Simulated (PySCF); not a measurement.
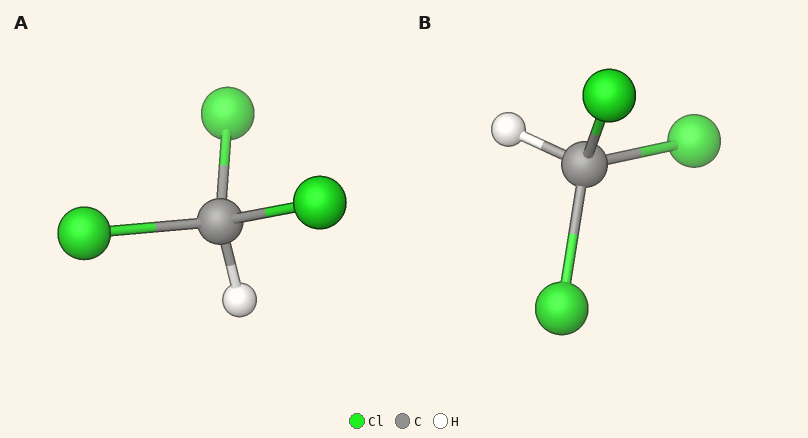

Depth is shown by fading: the farther an atom, the more it takes the colour of the background. The computed structure is the end point of a PBE0-D3(BJ)/def2-SVP optimisation. No frequency run is at hand to confirm it as a minimum.

> How are A and B related: the same structure turned, mirror images, conformers, diastereomers or constitutional isomers?

They are the same structure, CHCl3 (ClC(Cl)Cl), seen from two directions. With point group C3v it is achiral, so its mirror image would be the same too.
